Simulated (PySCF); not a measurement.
## A study: CH$_{7}$OSi$_{2}$, doublet, SMILES `CO[SiH2][SiH2]`

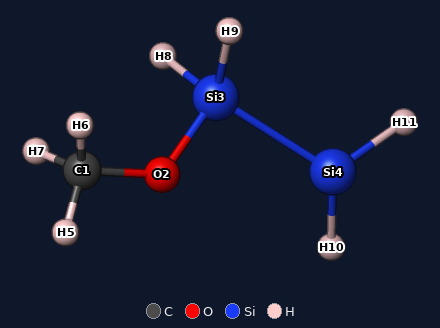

The molecule, with its atoms numbered as below. No frequency check shows the geometry to be a minimum.

Coordinates in Å:

```
C1       2.4271    0.4309    0.0280
O2       1.0408    0.4783    0.0293
Si3      0.0139   -0.7878   -0.0527
Si4     -1.9095    0.3983    0.0763
H5       2.8059    1.4496    0.1234
H6       2.7980   -0.1679    0.8645
H7       2.8037   -0.0042   -0.9020
H8       0.3855   -1.6143   -1.2224
H9       0.2285   -1.6920    1.0937
H10     -2.2365    1.4723   -0.8693
H11     -3.1366   -0.4013    0.1785
```

### 1. Local ionisation energy

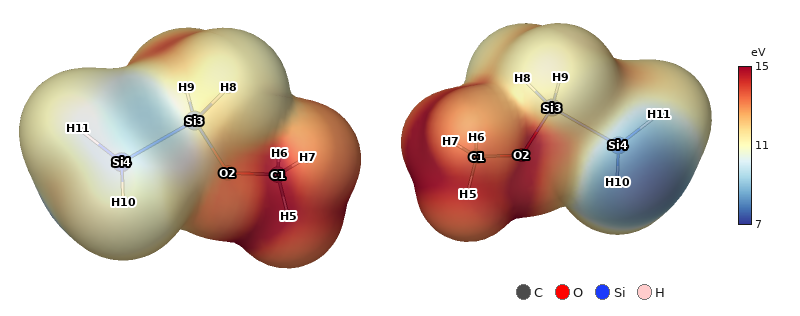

Average local ionisation energy on the surface of electron density 0.001 a.u. (back view left, front view right).

Level of theory: M06-2X/def2-SVP (PySCF), at a geometry from GFN2-xTB. The stability of the open-shell solution wasn't checked. GFN2-xTB doesn't know the spin state, so this open-shell geometry is rough.

Question: Locate the minima of the map.

Answer: The lowest value is 7.4 eV, 2.4 Å from Si4. Further minima include 9.0 eV, near H10 (2.28 Å), Si4 (2.31 Å) and H11 (2.36 Å); 10.9 eV, 1.5 Å from H8; 13.1 eV, 1.4 Å from H5. For comparison, the highest occupied orbital lies at −6.9 eV.

### 2. Spin density

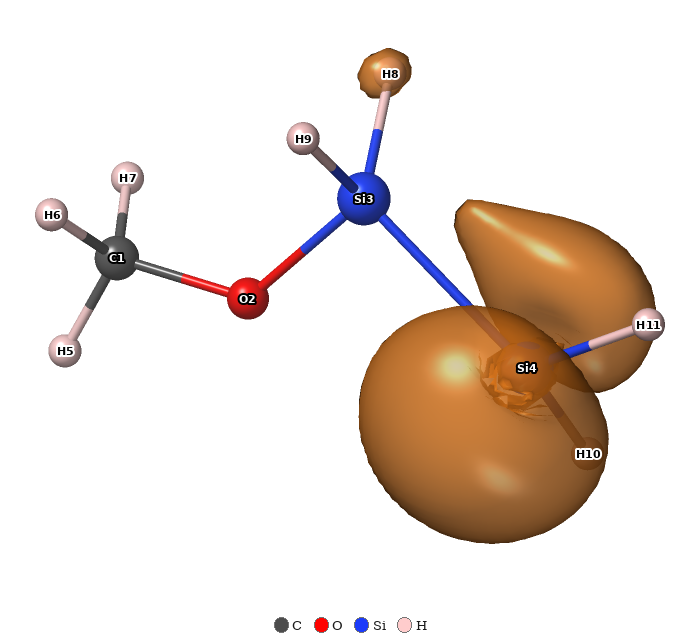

Spin density ρα − ρβ at ±0.03 e/Å³ (orange: excess α, blue: excess β).

Question: How is the spin shared among the atoms?

Answer: Hirshfeld spin populations: Si4 +0.81 and Si3 +0.09. ⟨S²⟩ = 0.75, as for a pure state.

### 3. In an electric field

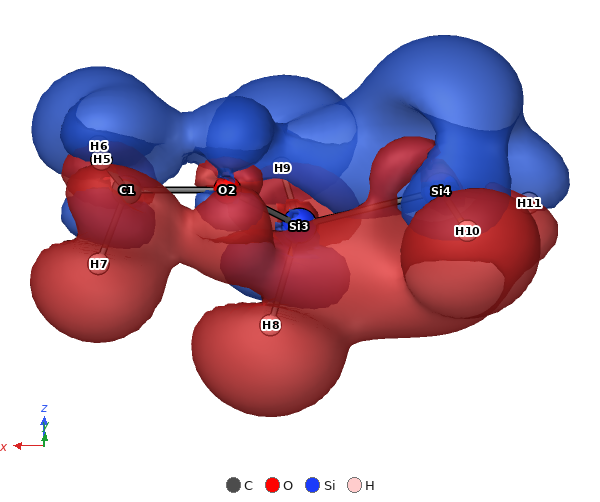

Change of the electron density in a uniform field of 0.51 V/Å, surfaces at ±0.002 e/Å³ (blue: gain, red: loss).

Computed with PySCF, B3LYP/6-311+G**, geometry: GFN2-xTB. The basis has diffuse s and p functions alone, which still leaves polarisabilities too small, most of all across bonds. The stability of the open-shell solution wasn't checked. GFN2-xTB doesn't know the spin state, so this open-shell geometry is rough.

The field was applied in both directions; the picture shows the one opposite to the script's first.

Question: Along which Cartesian direction does the field point?

Answer: Along −z: electrons gather on the +z side, against the field.

Question: How large is the response?

Answer: The induced dipole is 1.59 D (along the field); α along this axis, from the fields in both directions, is 63 bohr³ (9.3 Å³).

### 4. Removing or adding an electron

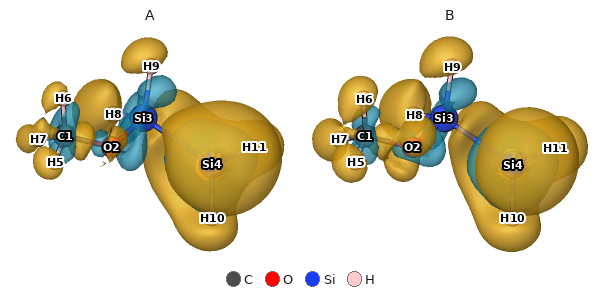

The two Fukui functions at ±0.01 e/Å³ (yellow positive, teal negative).

Computed with PySCF, LDA (SVWN)/6-311G**, geometry: GFN2-xTB. GFN2-xTB doesn't know the spin state, so this open-shell geometry is rough.

Question: Why do the two look alike?

Answer: The electron leaves from or enters the same singly occupied orbital. A is f⁺, B is f⁻. f⁻ (Hirshfeld-condensed) is largest on Si4 (0.48); the vertical ionisation energy is 8.14 eV (to the singlet cation, which needn't be its lowest state). f⁺ (Hirshfeld-condensed) is largest on Si4 (0.50); the vertical electron affinity is 1.24 eV (to the singlet anion, which needn't be its lowest state; the anion's highest orbital has positive energy, so this value and f⁺ depend on the basis).

The PySCF runs shown took 36 s, 64 s and 71 s on 1 thread of Intel(R) Xeon(R) Platinum 8375C CPU @ 2.90GHz (Ice Lake), with other jobs on the host.
